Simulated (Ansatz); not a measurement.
```yaml
atoms:
  - { symbol: C, position_ang: [-1.1853, -1.0041, 0.5324] }
  - { symbol: O, position_ang: [-0.5097, 0.2165, 0.7782] }
  - { symbol: Si, position_ang: [0.7998, 0.7360, 0.0111] }
  - { symbol: O, position_ang: [0.5556, 0.6393, -1.5874] }
  - { symbol: F, position_ang: [2.0749, -0.1315, 0.3861] }
  - { symbol: Cl, position_ang: [1.1806, 2.6246, 0.6303] }
  - { symbol: H, position_ang: [-0.5805, -1.8547, 0.8579] }
  - { symbol: H, position_ang: [-1.4226, -1.1154, -0.5287] }
  - { symbol: H, position_ang: [-2.1124, -0.9901, 1.1052] }
  - { symbol: H, position_ang: [1.2826, 0.8282, -2.1821] }
```

Geometry: PBE0-D4/def2-TZVP.

Level of theory: RKS PBE0-D4/def2-TZVPP (Ansatz).

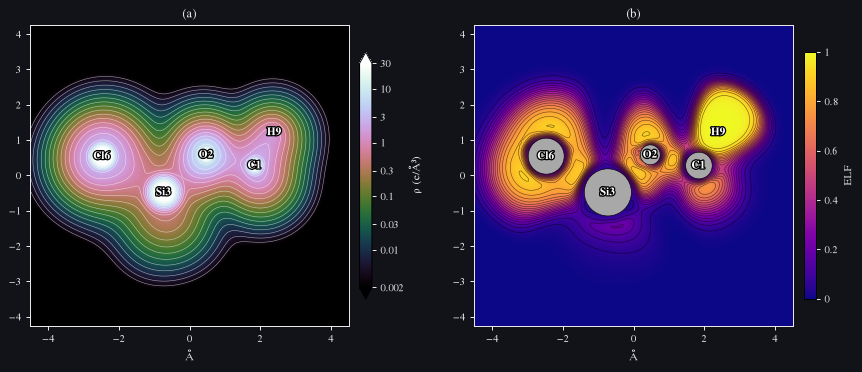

CH4ClFO2Si. (a) electron density; (b) ELF on the plane of atoms O2, Si3 and Cl6. Grey discs cover the atomic cores in the ELF map.

Interpret the plot.

The section cuts through C, O, Si, Cl and H sites. C–O (1.42 Å): ρ at the midpoint is about 2 e/Å³, with its minimum of 1.7 e/Å³ about 0.5 Å from C; the ELF peaks at about 0.85 between the atoms (a polar covalent bond). Si–O (1.60 Å): ρ is about 1.3 e/Å³ halfway; the ELF peaks at about 0.85 between the atoms; a polar covalent bond. Si–Cl (2.02 Å): the density is about 0.98 e/Å³ at the midpoint; the ELF peaks at about 0.90 between the atoms: a polar covalent bond. C–H (1.09 Å): ρ is about 2.1 e/Å³ halfway; the ELF climbs to about 1 towards the hydrogen, as it does in any bond to H (an ordinary covalent bond to hydrogen). The ELF also peaks beside Cl6 and O2, away from the bonds: lone-pair regions.
